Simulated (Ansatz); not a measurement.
**H$_{2}$NOSn (SMILES [NH]=[Sn-][OH]) (charge −1): density, localisation and related maps**

The calculation's input:

```
crystal:
  periodic: [false, false, false]
  atoms:
    - {symbol: "N", position_ang: [-3.839415, -2.026879, 0.136715]}
    - {symbol: O, position_ang: [-0.963628, -0.300759, 0.470065]}
    - {symbol: Sn, position_ang: [-1.840856, -2.263855, 0.078603]}
    - {symbol: H, position_ang: [-4.143433, -1.052509, 0.334948]}
    - {symbol: H, position_ang: [-1.715340, 0.310065, 0.597274]}
basis:
  gaussian: {orbitals: def2-TZVPD}
total_charge: -1
hamiltonian: {xc: {name: PBE0}}
output: {forces: true, orbitals: {seedname: orbitals}}
```

Launched as:

```sh
ansatz run input.yaml --threads 1 --pin off --max-ram 2610MiB --events-out events.jsonl --progress --plain --runs-dir runs
```

Geometry: BLYP-D3(BJ)/def2-SVPD; core potentials replace the inner electrons of Sn.

These are results of Ansatz 0.2.0, isolated molecule in a Gaussian basis; Kohn-Sham density functional theory, functional PBE0, not measurements.

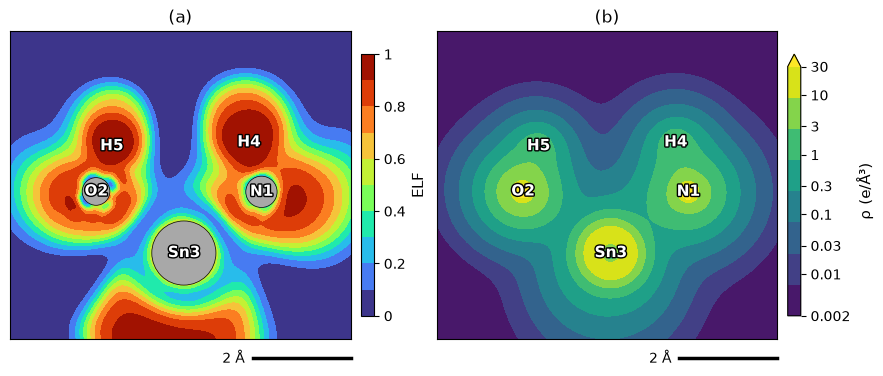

Figure 1. (a) ELF; (b) electron density on the molecular plane. Grey discs cover the atomic cores in the ELF map.

Question: Read the bonding off the picture.

Answer:
- The plane passes through N, O, Sn and H nuclei.
- Sn–N (2.01 Å): the density is about 0.81 e/Å³ at the midpoint; the ELF peaks at about 0.85 in the valence shell of N, 0.7 Å from its nucleus, and drops to about 0.15 between the two atoms.
- Sn–O (2.19 Å): ρ at the midpoint is about 0.51 e/Å³; the ELF peaks at about 0.85 in the valence shell of O, 0.6 Å from its nucleus, and drops to about 0.15 between the two atoms.
- O–H (0.98 Å): the density is about 3.5 e/Å³ at the midpoint; the ELF climbs to about 1 towards the hydrogen, as it does in any bond to H: a covalent bond by its length.
- N–H (1.04 Å): the density is about 2.6 e/Å³ at the midpoint; the ELF climbs to about 1 towards the hydrogen (a covalent bond by its length).
- The ELF also peaks beside O2 and N1, away from the bonds: lone-pair regions.

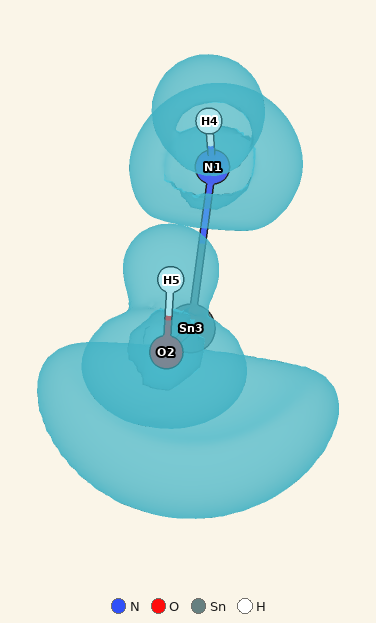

Figure 2. Isosurface of the electron localisation function at 0.75 (cyan), seen at an oblique angle. Core shells and regions of very low density are left out.

Question: Describe the localisation domains.

Answer: The surface consists of one lobe on Sn, pointing away from the bonds (lone pairs), one joined region spread over several atoms (H, N), in which their bonds and any lone pairs are merged and one joined region spread over several atoms (H, O), in which their bonds and any lone pairs are merged.

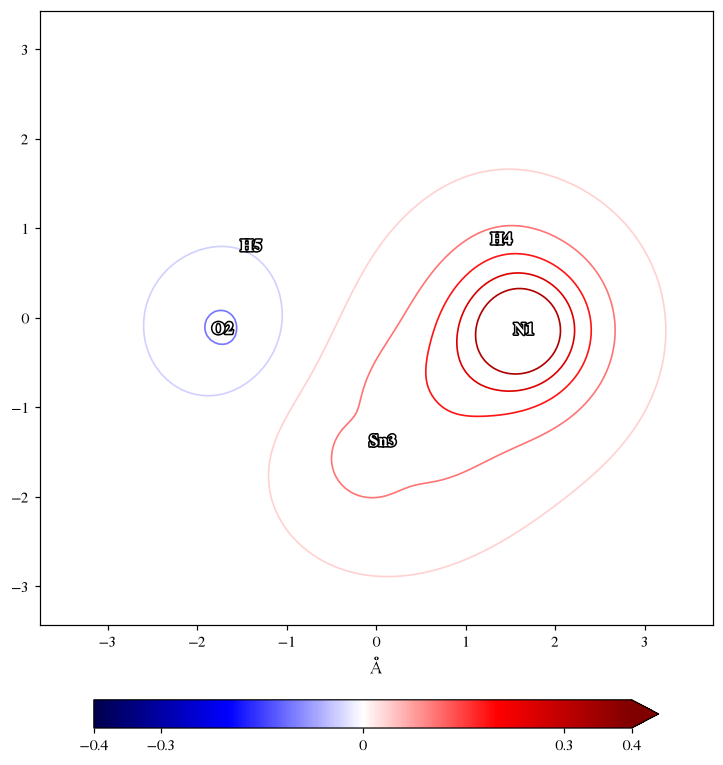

Figure 3. The HOMO on a plane 0.8 Å above the molecular plane (values in Å⁻³ᐟ²; the overall sign is arbitrary).

Question: Describe this orbital and give its energy.

Answer: By Hirshfeld shares it lies mainly on N1 (about 60 %) and Sn3 (about 30 %); it changes sign across the molecular plane (π type); π-bonding across N1–Sn3. Its energy is −1.03 eV.
